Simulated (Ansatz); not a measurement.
Pressure series in CaF2

Start from CaF₂ in the fluorite structure (space group Fm-3m, No. 225; a = 5.420 Å).

Cell and atoms are relaxed at each pressure.

Level of theory: plane-wave PAW DFT at the PBEsol level (Ansatz, a first-principles code, 420 eV), spin-orbit coupling left out.

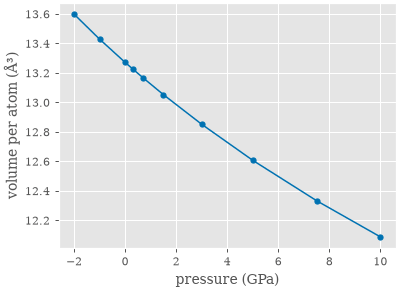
Figure: Volume per atom against pressure

From the plot, what is the volume per atom for pressure 1.5 GPa?

About 13.1 Å³.

Is the trend monotonic over the range shown?

Yes, it falls throughout, spanning 12.09 Å³ to 13.60 Å³.

Load acts through the strain it causes; cell and atoms are relaxed under it. Whether these cells are dynamically stable was not tested. No other phases were tried under pressure. The base started in Pca2_1 and relaxed to Fm-3m at this level.
